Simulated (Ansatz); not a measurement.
Consider CHClSi (SMILES [C]#[SiH-]Cl) (charge −1, doublet).

```xyz
4

C     0.8141    0.4137    0.6722
Cl   -2.6722    0.9636    0.0046
Si   -0.5080    0.8804   -0.3591
H    -0.4660    1.3508   -1.7890
```

Geometry: PBE0-D3(BJ)/def2-SVPD.

All numbers below come from Ansatz, isolated molecule in a Gaussian basis; Kohn-Sham density functional theory, functional PBE0.

What will maps of the electron density, electron localisation function and spin density show?

Answer. C–Si (1.74 Å): ρ at the midpoint is about 1.1 e/Å³; the ELF peaks at about 0.90 between the atoms (localised, covalent bonding).
Si–Cl (2.20 Å): ρ at the midpoint is about 0.68 e/Å³, with its minimum of 0.5 e/Å³ about 0.8 Å from Si; the ELF peaks at about 0.85 between the atoms (a shared but strongly polarised pair).
Si–H (1.51 Å): the density is about 0.76 e/Å³ at the midpoint; the ELF climbs to about 1 towards the hydrogen, as it does in any bond to H.
The unpaired spin (1 electron) lies mostly on C1 (about 0.9) and Si3 (about 0.1), in electrons by Hirshfeld's partition.

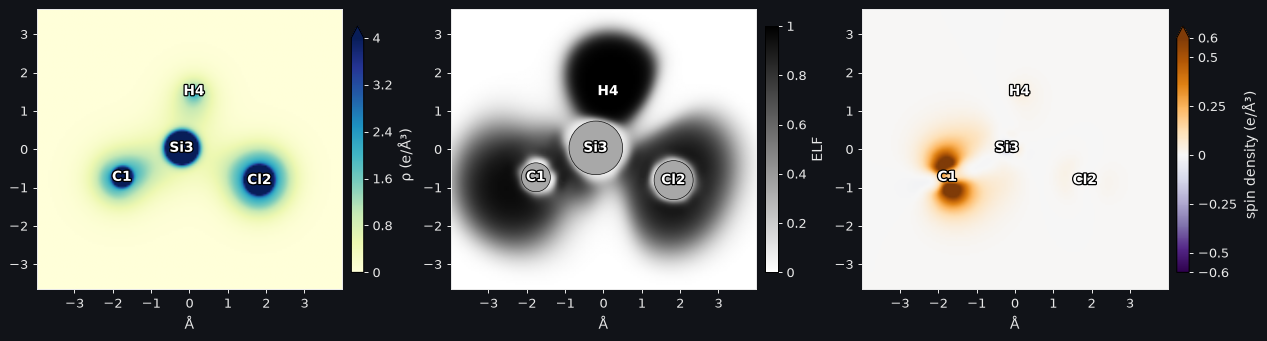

Computed electron density, electron localisation function and spin density on the molecular plane, in this order. Grey discs cover the atomic cores in the ELF map. 
